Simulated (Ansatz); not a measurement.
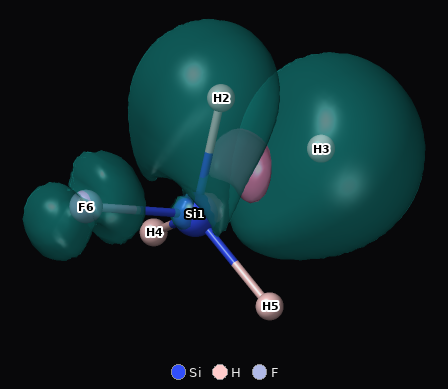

FH$_{3}$Si···H (doublet). Isosurfaces of the spin density (α minus β) at +0.015 (teal) and −0.015 e/Å³ (pink), seen at a tilt.

Not at a stationary point (largest force 1.4 eV/Å).

These are results of Ansatz 0.2.0, UKS PBE-D4/def2-SVP, not measurements.

```xyz
6

Si   -0.2083    0.0071    0.5969
H     1.1843    0.0224    1.0928
H     1.1447   -0.0333   -0.6112
H    -0.7287    1.2655   -0.0286
H    -0.7171   -1.2486   -0.0449
F    -0.6734   -0.0129    2.1764
```

Q: Where is the unpaired spin?

A: The unpaired spin (1 electron) lies mostly on H3 (about 0.5), Si1 (about 0.2), H2 (about 0.2) and F6 (about 0.1), in electrons by Hirshfeld's partition.
